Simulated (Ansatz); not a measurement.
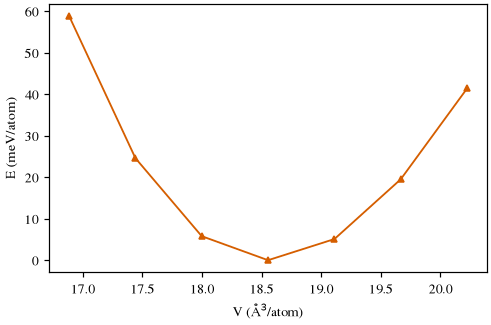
Figure: Al2Au (fluorite or antifluorite type, Fm-3m) under volume change, PBE (plane waves, PAW; program Ansatz), scaled uniformly.

Q: What does a third-order Birch–Murnaghan fit give for V₀, B₀ and B′?

A: V₀ = 18.55 Å³/atom, B₀ = 104 GPa, B′ = 4.8.

Symmetry was held in the PBE relaxation. Scalar-relativistic: spin–orbit coupling is off unless named, which matters more the heavier the elements.

Potentials: the later of the program's two PAW sets.
